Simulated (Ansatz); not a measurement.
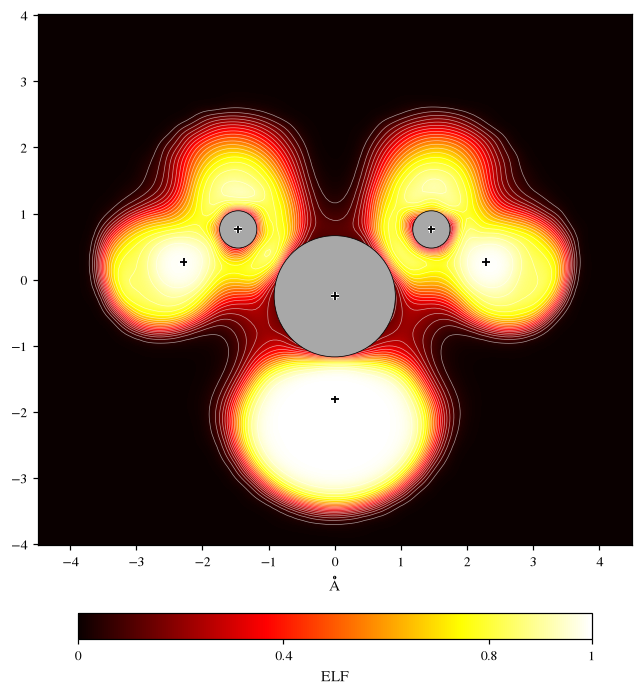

The ELF on a plane through atoms (crosses mark nuclei in the plane; grey discs cover the cores).

All numbers below come from RKS PBE0-D4/def2-SVP (Ansatz 0.2.0).

Candidates:
A. GaH₃O₂
B. ClF₂GeH···H₂O

Which candidate gave the map?

Answer. Candidate A: GaH₃O₂ on the molecular plane, which holds Ga, H and O. Ga–O (1.78 Å): the ELF peaks at about 0.85 in the valence shell of O, 0.6 Å from its nucleus, and is about 0.25 at the midpoint. O–H (0.96 Å): the ELF climbs to about 1 towards the hydrogen, as it does in any bond to H: a covalent bond by its length.
